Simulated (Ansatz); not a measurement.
**CCSDT(Q)/STO-3G run of CH5Al (AlH2Me)**

Aim: the vertical singlet–triplet gap of CH5Al (AlH2Me) at CCSDT(Q)/STO-3G, from 2 runs. 

Program for the calculation: Ansatz 0.2.0.

56 further runs of the same task are left out: 2 that didn't finish, 54 set aside as unsound or not needed.

### 1 The structure to begin with

CH5Al has 7 atoms, charge 0, and is taken as a singlet. SMILES: `[H][Al]([H])[CH3]`. The shape comes from GFN2-xTB, which is rough for such elements, and wasn't checked as a minimum.

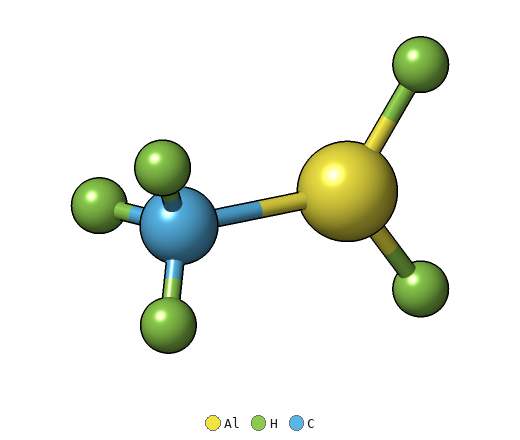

The structure, seen from a chosen angle (aluminium yellow, hydrogen green, carbon blue).

### 2 A single-point energy at CCSDT(Q)/STO-3G

The input, input.yaml:

```yaml
crystal:
  periodic: [false, false, false]
  atoms:
    - {symbol: Al, position_ang: [0.532240, 0.925980, -0.002840]}
    - {symbol: H, position_ang: [2.079610, 1.030730, 0.039470]}
    - {symbol: H, position_ang: [-0.157080, 2.315610, -0.032820]}
    - {symbol: C, position_ang: [-0.456800, -0.794540, -0.002750]}
    - {symbol: H, position_ang: [-0.578610, -1.223840, -1.005100]}
    - {symbol: H, position_ang: [-1.469240, -0.690290, 0.408830]}
    - {symbol: H, position_ang: [0.049890, -1.563640, 0.595200]}
basis:
  gaussian: {orbitals: STO-3G}
accuracy: high
scf: {omitted_lower_state_checks: [cluster_reference, increment]}
correlation: {method: ccsdt_q, frozen_orbitals: {Al: 5, C: 1, H: 0}}
```

Run with:

```sh
$ ansatz run input.yaml --threads 1 --pin off --max-ram 2610MiB --events-out events.jsonl --progress --plain --runs-dir runs
```

The log of the run (excerpt; [...] marks lines left out):

```text
Warning: RAYON_NUM_THREADS=1 ignored (pool sized by the plan → 1); use --threads N
Functional definition: HF
  name "HF"
[...]
336 factors; integrals over basis functions are off by at most 1.4e-8 eV
[...]
mean field -7600.70438214 eV, -279.3207341012 hartree, gradient 7.7e-8 eV, S^2 0.000000; 0 other end points of the search recorded, 0 dependent functions left out
6 core orbitals not correlated: weight in the atoms' cores, before any rotation towards them, 0.999 or more for the frozen orbitals, at most 0.000 for the correlated occupied ones
reference -7600.70438214 eV, -279.3207341012 hartree; 6, 6 occupied and 7, 7 virtual orbitals, 336 factors
second order -2.30980377 eV of doubles, -0.00000000 eV of singles
cycle   1  -2.88019780 eV  change   -5.7e-1 eV  update   6.0e-2
[...]
cycle  19  -3.21146393 eV  change   4.1e-10 eV  update  7.4e-10
perturbative correction -0.00227458 eV, -0.0000835893 hartree
Total energy: -7603.91812065 eV, -279.4388368132 hartree
Checks for a lower state left out: cluster_reference, increment
```

It took 0.24 s on 1 thread of Arm Neoverse V2, shared host.

### 3 The triplet, same level

The input, run.yaml:

```yaml
crystal:
  periodic: [false, false, false]
  atoms:
    - {symbol: Al, position_ang: [0.532240, 0.925980, -0.002840]}
    - {symbol: H, position_ang: [2.079610, 1.030730, 0.039470]}
    - {symbol: H, position_ang: [-0.157080, 2.315610, -0.032820]}
    - {symbol: C, position_ang: [-0.456800, -0.794540, -0.002750]}
    - {symbol: H, position_ang: [-0.578610, -1.223840, -1.005100]}
    - {symbol: H, position_ang: [-1.469240, -0.690290, 0.408830]}
    - {symbol: H, position_ang: [0.049890, -1.563640, 0.595200]}
basis:
  gaussian: {orbitals: STO-3G}
magnetization: {spin_polarized: true, initial_magnetization: 2}
correlation: {method: ccsdt_q, frozen_orbitals: {Al: 5, C: 1, H: 0}}
accuracy: high
scf: {omitted_lower_state_checks: [cluster_reference, increment]}
```

Run with:

```sh
$ ansatz run run.yaml --threads 1 --pin off --max-ram 2610MiB --events-out events.jsonl --progress --plain --runs-dir runs
```

The log of the run (excerpt; [...] marks lines left out):

```text
Warning: RAYON_NUM_THREADS=1 ignored (pool sized by the plan → 1); use --threads N
[... 2 set-up lines as earlier in the session ...]
[...]
336 factors; integrals over basis functions are off by at most 1.4e-8 eV
[...]
mean field -7592.31161884 eV, -279.0123057386 hartree, gradient 2.8e-8 eV, S^2 2.064637; 7 other end points of the search recorded, 0 dependent functions left out
6 core orbitals not correlated: weight in the atoms' cores, before any rotation towards them, 0.999 or more for the frozen orbitals, at most 0.000 for the correlated occupied ones
reference -7592.31161884 eV, -279.0123057386 hartree; 7, 5 occupied and 6, 8 virtual orbitals, 336 factors
second order -2.15553055 eV of doubles, -0.00000000 eV of singles
cycle   1  -2.77173020 eV  change   -6.2e-1 eV  update   7.5e-2
[...]
cycle  36  -3.31053385 eV  change  -3.1e-10 eV  update   1.4e-9
perturbative correction -0.00256904 eV, -0.0000944104 hartree
Total energy: -7595.62472173 eV, -279.1340600241 hartree
Checks for a lower state left out: cluster_reference, increment
```

It took 1.1 s on 1 thread of Arm Neoverse V2, shared host.

### 4 Results

Level: CCSDT(Q)/STO-3G, 6 core orbitals frozen.

| quantity | value |
| --- | --- |
| singlet: total energy | -279.43884 Eh |
| singlet: correlation energy (6 core orbitals frozen) | -118.1 mEh |
| singlet: T1 diagnostic | 0.006 |
| triplet: total energy | -279.13406 Eh |
| triplet: correlation energy (6 core orbitals frozen) | -121.8 mEh |
| triplet: ⟨S²⟩ of the reference determinant | 2.065 |
| triplet: T1 diagnostic | 0.016 |
| vertical energy of the triplet above the singlet | 8.293 eV |

What this shows: At this shape the triplet lies 8.29 eV (191 kcal/mol) above the singlet. In a minimal basis such a difference can be off by several eV, whatever the method.
